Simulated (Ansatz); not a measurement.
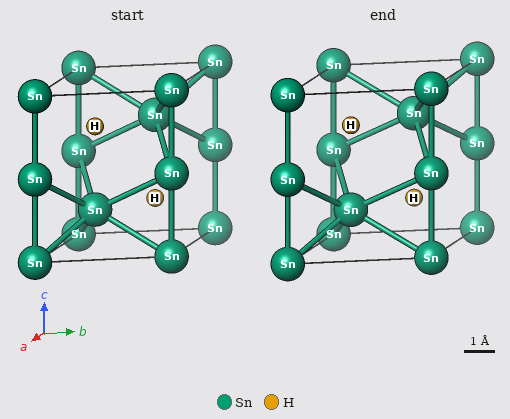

The structure of solid Sn2H (a generated structure, set up in P6_3/mmc) (coarse preliminary run) before (left) and after (right) a relaxation, at one scale.

The picture is a ball-and-stick view of the cell of the calculation, seen slightly off an axis.

All numbers below come from Ansatz, DFT PBE, scalar-relativistic, plane waves, PAW. Settings: plane-wave cutoff 420 eV; k-point mesh 6 × 6 × 4; occupations gaussian; smearing width 0.1 eV; no spin polarisation; cell and atoms relaxed; force threshold 0.04 eV/Å; at most 70 steps.

Question: Summarise the run.

Answer: After 4 accepted moves (5 points after the start) the energy has fallen by 0.271 eV per cell of the calculation. All forces vanish by symmetry, so only the cell relaxes. Pressure: 6.83 GPa at the start and 0.08 GPa at the end. The SCF was repeated once at an unchanged geometry on a basis and grid sized afresh for the cell, which shifted the energy by 6.3 meV per cell of the calculation at most. The atoms keep their places relative to the cell (all moves are under 0.005 Å). Cell: a = b 4.702 → 4.943 Å (+5.1 %), c 5.734 → 5.825 Å (+1.6 %). Volume +12.3 %. Among the contacts that change: Sn–Sn 3.070 → 3.204 Å, Sn–Sn 2.867 → 2.912 Å. The space group stays P6_3/mmc (No. 194). Cost: 30 s on 1 thread of Intel(R) Xeon(R) Processor @ 2.70GHz (shared host), peak memory 0.43 GiB.
